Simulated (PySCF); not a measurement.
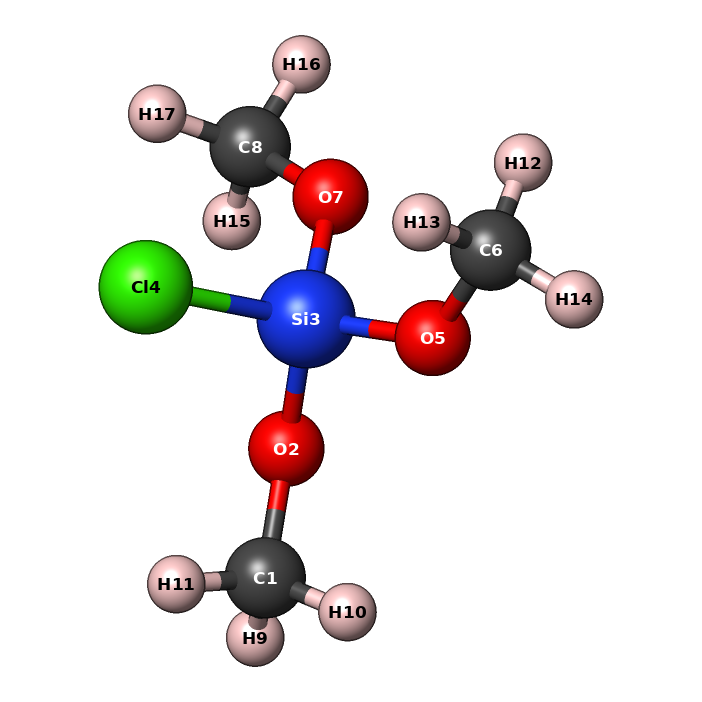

Every bond is drawn as one stick. Computed geometry: GFN2-xTB optimisation. No frequency run is at hand to confirm it as a minimum. Level of theory: PBE0/pcSseg-1 (PySCF 2.14.0).

List the Mayer bond orders of C1–H9, C1–H11, Si3–Cl4, O2–Si3, O5–C6, C6–H12, C6–H13, C6–H14, C1–O2, C1–H10, C8–H16, C8–H17 (one bond of each equivalent set). Atoms whose distances differ by more than 0.02 Å in this geometry are listed apart.

```csv
bond,Mayer order,length (Å)
C1–H9,0.97,1.090
C1–H11,0.96,1.092
Si3–Cl4,0.93,2.029
O2–Si3,1.04,1.612
O5–C6,0.88,1.406
C6–H12,0.96,1.090
C6–H13,0.96,1.092
C6–H14,0.97,1.090
C1–O2,0.88,1.407
C1–H10,0.96,1.090
C8–H16,0.97,1.090
C8–H17,0.96,1.092
```

The geometry is semi-empirical. Around Si such bond lengths and angles can be off by a tenth of an ångström or more and by several degrees, and values that hang on the shape move with them.
